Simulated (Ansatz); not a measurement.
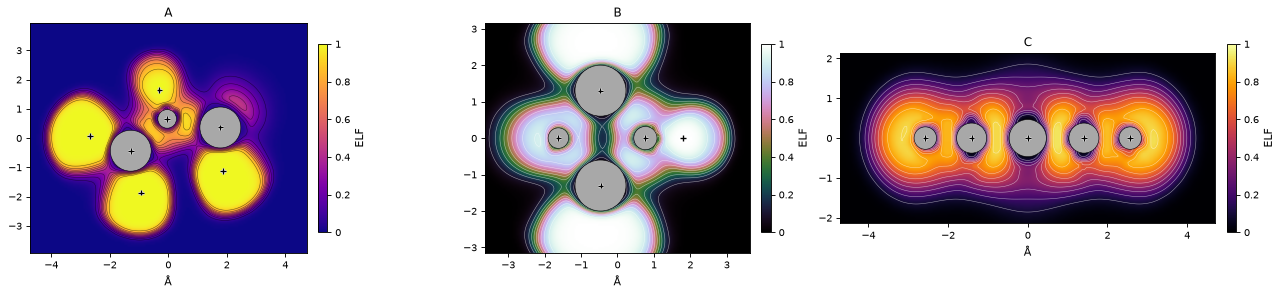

The ELF of 3 systems, each on a plane through atoms (crosses mark nuclei in the plane; grey discs cover the cores).

Theory: isolated molecule in a Gaussian basis; Kohn-Sham density functional theory, functional PBE0 (Ansatz 0.2.0).

System 1: H$_{6}$NSi$_{2}$ (SMILES [SiH2]=[NH+][SiH3]) (charge +1), the plane of atoms H4, Si2 and H5. Geometry: B3LYP-D3(BJ)/def2-SVP.

```yaml
atoms:
  - { symbol: N, position_ang: [0.1471, -1.0255, -2.2900] }
  - { symbol: Si, position_ang: [0.5316, -0.1187, -3.6182] }
  - { symbol: Si, position_ang: [0.0839, -0.5421, -0.5149] }
  - { symbol: H, position_ang: [0.5072, -0.7508, -4.9484] }
  - { symbol: H, position_ang: [0.8836, 1.2937, -3.4028] }
  - { symbol: H, position_ang: [-0.0944, -2.0067, -2.4680] }
  - { symbol: H, position_ang: [1.0658, -1.4064, 0.1759] }
  - { symbol: H, position_ang: [-1.3116, -0.7726, -0.0813] }
  - { symbol: H, position_ang: [0.4682, 0.8880, -0.5439] }
```

System 2: C$_{2}$BO$_{2}$ (doublet), a plane that holds the molecular axis. Geometry: B3LYP-D3(BJ)/def2-SVP.

```xyz
5

C     0.0000    0.0000   -1.4093
C     0.0000    0.0000    1.4093
B     0.0000    0.0000    0.0000
O     0.0000    0.0000   -2.5712
O     0.0000    0.0000    2.5712
```

System 3: HNOSi$_{2}$, the molecular plane. Geometry: BLYP-D3(BJ)/def2-SVP.

```
atom    x (Å)    y (Å)    z (Å)
   N  -0.2447  -0.0521   1.1094
   O   0.3461  -1.0231  -0.9904
  Si  -0.9195  -1.4018   0.1432
  Si   1.0399   0.2957  -0.0910
   H  -0.4980   0.3647   2.0103
```

Question: Which map belongs to which system?

Answer: Panel A is system 1, H$_{6}$NSi$_{2}$: the plane holds N, Si and H. Si–N (1.65 Å): the ELF peaks at about 0.90 between the atoms (a short, strongly polar bond). Panel B is system 3, HNOSi$_{2}$: the plane holds N, O, Si and H. Si–O (1.74 Å): the ELF peaks at about 0.85 between the atoms, as expected for a polar covalent bond. Panel C is system 2, C$_{2}$BO$_{2}$: the plane holds C, B and O. C–O (1.16 Å): the ELF peaks at about 0.85 between the atoms: a short, multiple covalent bond.
